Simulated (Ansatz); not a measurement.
System: zinc-blende BeTe. Method: r²SCAN (Ansatz, a first-principles code, PAW).

Run with plane-wave cutoff 560 eV, 10×10×10 k mesh, Fermi–Dirac smearing 0.01 eV, scalar-relativistic PAW data made under PBE.

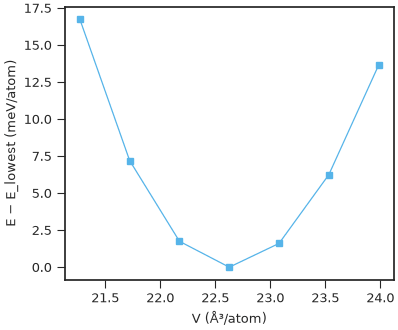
*Total energy against volume*

Problem. From the curve, estimate the equilibrium volume and the bulk modulus.

Solution. V0 ≈ 22.6 Å³/atom and B0 ≈ 59 GPa; the fit gives V0 = 22.629 Å³/atom, B0 = 59.3 GPa, B′ = 3.9.

Measured, for comparison: bulk modulus 67 GPa (room temperature, no zero-point or thermal correction; as tabulated in Elmahjoubi et al. (2023), arXiv:2303.01780); equilibrium volume per atom 22.26 Å³/atom (temperature not stated, no zero-point or thermal correction; as tabulated in Bernardini et al. (2000), arXiv:cond-mat/0007180). Computed less measured: bulk modulus -11 %, equilibrium volume per atom +1.7 %.

Spin–orbit coupling is not included.

The computed numbers hold no vibrational or temperature effects.

The result took about 60 core-seconds (a rough figure).
